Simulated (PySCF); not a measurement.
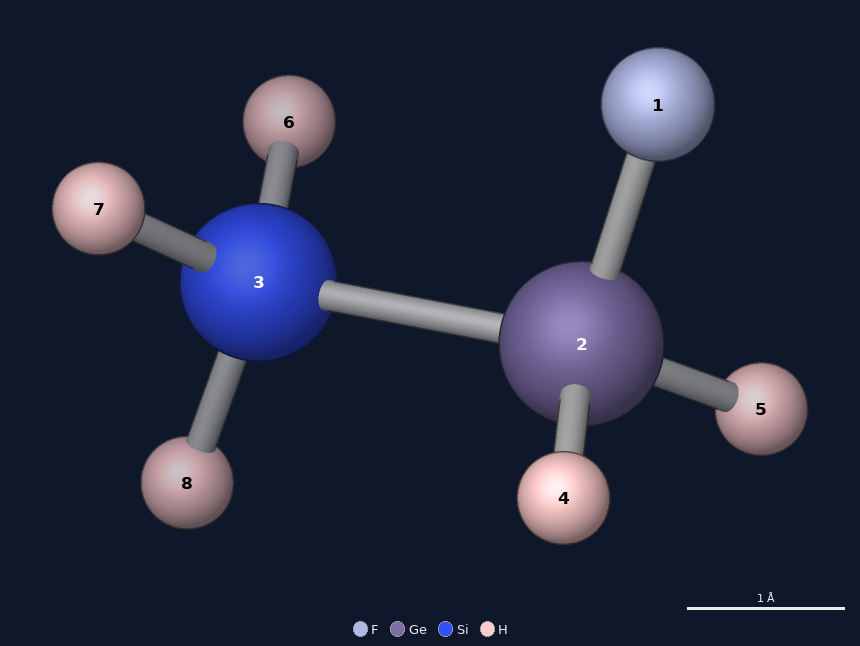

Orthographic view. Atoms fade into the background with distance from the viewer. Computed geometry: PBE0-D3(BJ)/def2-SVP optimisation. No frequency run is at hand to confirm it as a minimum.

Give the geometry as a Z-matrix, atoms in numerical order, with these reference atoms: 2 to 1; 3 to 2, 1; 4 to 2, 1, 3; 5 to 2, 4, 1; 6 to 3, 2, 5; 7 to 3, 6, 2; 8 to 3, 6, 7.

```
F  
Ge   1   1.753
Si   2   2.384   1   106.6
H    2   1.541   1   105.8   3  -121.4
H    2   1.541   4   110.4   1   114.0
H    3   1.492   2   109.7   5   -56.0
H    3   1.492   6   109.8   2   120.6
H    3   1.495   6   109.5   7   120.2
```
